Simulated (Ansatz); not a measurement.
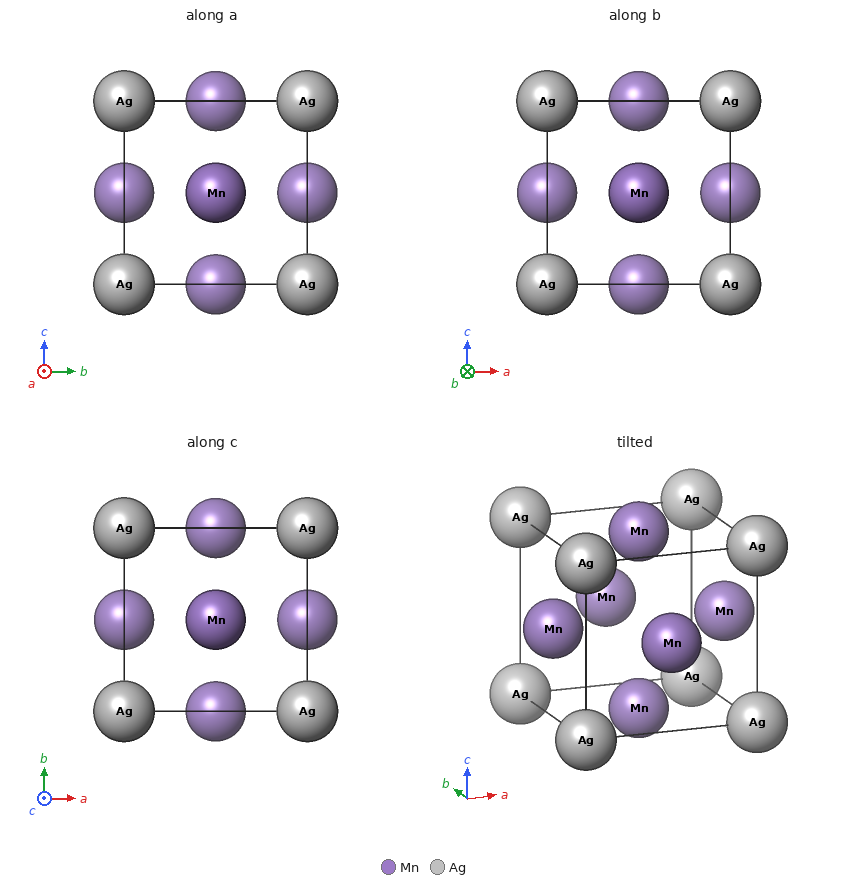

Spheres-only drawing of the structure, looking along the a axis, along the b axis, along the c axis and slightly off an axis. The wireframe shows the conventional unit cell.

Lattice parameters: a = 3.9553 Å, b = 3.9553 Å, c = 3.9553 Å, α = 90.000°, β = 90.000°, γ = 90.000°.

### Transcribe the picture into a CIF in P1 with every atom of the cell.

```cif
data_structure
_symmetry_space_group_name_H-M 'P 1'
_symmetry_Int_Tables_number 1
_cell_length_a 3.9553
_cell_length_b 3.9553
_cell_length_c 3.9553
_cell_angle_alpha 90.000
_cell_angle_beta 90.000
_cell_angle_gamma 90.000
_cell_volume 61.88
loop_
_atom_site_label
_atom_site_type_symbol
_atom_site_fract_x
_atom_site_fract_y
_atom_site_fract_z
_atom_site_occupancy
Mn1 Mn 0.0000 0.5000 0.5000 1
Mn2 Mn 0.5000 0.0000 0.5000 1
Mn3 Mn 0.5000 0.5000 0.0000 1
Ag1 Ag 0.0000 0.0000 0.0000 1
```

The model was built from a structure type filled with these elements by a generator (whether the compound takes this form wasn't checked). A relaxation with DFT PBE, scalar-relativistic, plane waves, PAW in Ansatz 0.2.0 gave the geometry drawn.
